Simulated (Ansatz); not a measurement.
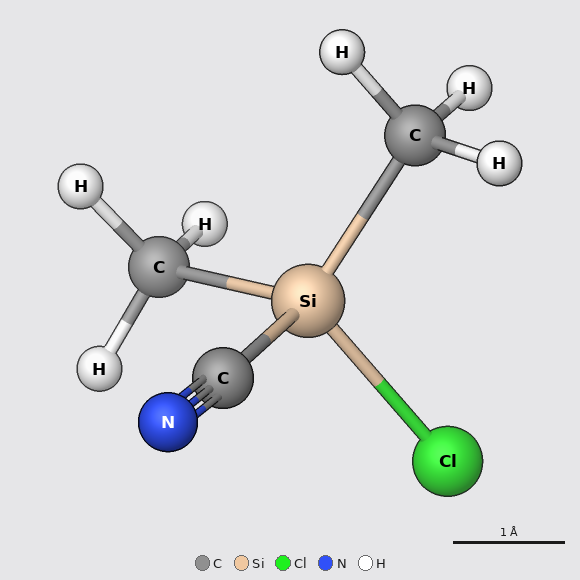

Source: calculation with Ansatz.

A ball-and-stick model of a molecule. Double and triple bonds are drawn as two and three sticks.

Q: Which formula does it have?

A: C₃H₆ClNSi, 12 atoms: 3 carbon, 6 hydrogen, 1 chlorine, 1 nitrogen and 1 silicon.

Q: Write the SMILES.

A: C[Si](C)(Cl)C#N
